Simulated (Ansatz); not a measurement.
# CH₃BO₂: one species, many methods

How much do the methods differ for CH₃BO₂? The plan is to run it at one geometry with functionals of several rungs and with coupled cluster. The yardstick is the atomisation energy at the CCSD(T) limit.

Computed with Ansatz 0.2.0, Gaussian basis. Level: functionals in def2-TZVPP, the program's frozen cores in correlated methods.

Plan: LDA (SPW92), PBE-D4, revPBE-D4, BLYP-D4, r2SCAN-D4, B97M-V, PBE0-D4, B3LYP-D4, r2SCANh-D4, r2SCAN0-D4, HSE06-D4, BHLYP-D4, CAM-B3LYP-D4, LC-ωPBE, ωB97X-V, ωB97M-V, B2PLYP, PBE-QIDH; CCSD(T)/def2-SVP; CCSD(T)/def2-TZVPP; MP2/def2-QZVPP; extrapolation to the limit; RPA on PBE.

## 1. Structure used throughout

An earlier PBE0-D4 in a triple-zeta def2 set relaxation fixed the geometry.

SMILES `OB1CO1`, 7 atoms, charge 0, spin multiplicity 1.

Atoms are counted from 1 here; the program's logs count them from 0.

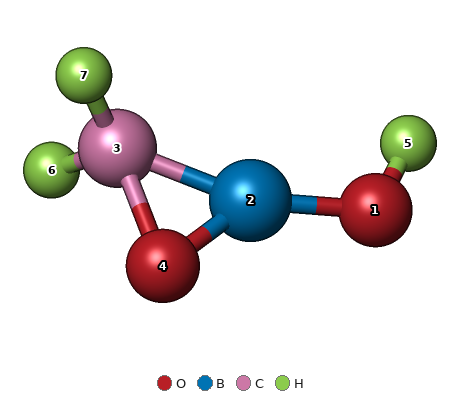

The structure; oxygen red, boron blue, carbon pink, hydrogen green; atoms are numbered from 1 in the order of the file.

## 2. LDA

This LDA is Slater exchange with PW92 correlation.

in.yaml reads:

```yaml
crystal:
  periodic: [false, false, false]
  atoms:
    - {symbol: O, position_ang: [-1.464363, 0.371732, -1.006662]}
    - {symbol: B, position_ang: [-0.448394, -0.119973, -0.283291]}
    - {symbol: C, position_ang: [0.818630, -0.148295, 0.532905]}
    - {symbol: O, position_ang: [-0.053426, -1.319910, 0.146077]}
    - {symbol: H, position_ang: [-1.427263, 1.323255, -1.122623]}
    - {symbol: H, position_ang: [0.829787, 0.024494, 1.605893]}
    - {symbol: H, position_ang: [1.806330, -0.199303, 0.082200]}
basis:
  gaussian: {orbitals: def2-TZVPP}
hamiltonian: {xc: lda}
output: {orbitals: {seedname: orbitals}}
```

Launch:

```bash
$ ansatz run in.yaml --threads 2 --pin off --events-out ev --progress --plain --max-ram 4352MiB
```

The runs that follow: PBE-D4 (GGA); revPBE-D4 (GGA); BLYP-D4 (GGA); r2SCAN-D4 (meta-GGA); B97M-V (meta-GGA); PBE0-D4 (hybrid); B3LYP-D4 (hybrid); r2SCANh-D4 (hybrid); r2SCAN0-D4 (hybrid); HSE06-D4 (hybrid); BHLYP-D4 (hybrid); CAM-B3LYP-D4 (range-separated); LC-ωPBE (range-separated); ωB97X-V (range-separated); ωB97M-V (range-separated); B2PLYP (double hybrid); PBE-QIDH (double hybrid); CCSD(T) in def2-SVP; CCSD(T) in def2-TZVPP; MP2 in def2-QZVPP; RPA on PBE orbitals.

Before running them: what should the planned runs give, taken together? Wanted: atomisation energy, CCSD(T)/CBS; farthest beyond LDA; mean size of error, GGA; mean size of error, meta-GGA; mean size of error, hybrid; mean size of error, range-separated; mean size of error, double hybrid; gap, smallest and largest; T1 diagnostic.

As calculated:

| quantity | value |
| --- | --- |
| atomisation energy, CCSD(T)/CBS | 2967.1 kJ/mol |
| functionals within 14.8 kJ/mol (0.5 %) | revPBE-D4, B3LYP-D4, r2SCANh-D4, ωB97X-V, B2PLYP, PBE-QIDH |
| farthest beyond LDA | BHLYP-D4 (-124.9 kJ/mol) |
| mean size of error, GGA | 49.7 kJ/mol |
| mean size of error, meta-GGA | 26.5 kJ/mol |
| mean size of error, hybrid | 36.1 kJ/mol |
| mean size of error, range-separated | 19.8 kJ/mol |
| mean size of error, double hybrid | 11.8 kJ/mol |
| gap, smallest and largest | 6.07 eV (BLYP-D4), 13.36 eV (LC-ωPBE) |
| T1 diagnostic | 0.0138 |
| triples share of the correlation energy | 3.9 % |

In words: The LDA atomisation energy is off by 516.7 kJ/mol (17 %): it overbinds. PBE-D4 is off by +111.0 kJ/mol. Double hybrids carry the basis error of their MP2 part in triple zeta, and no dispersion term here, so their miss is partly the set-up's. Taken by rung, double hybrid functionals do best (11.8 kJ/mol on average) and GGA ones worst beyond LDA (49.7 kJ/mol). Misses under about 14.8 kJ/mol are within the doubt on the reference itself, which lacks core-valence correlation, relativity and higher excitations. Hartree-Fock recovers 71 % of the binding; the rest is correlation. CCSD(T) in def2-SVP is off by -141.8 kJ/mol, more than most functionals: a good method in a small basis is no reference. The gap grows from 6.1 to 13.4 eV across the functionals, mostly with the share of exact exchange.
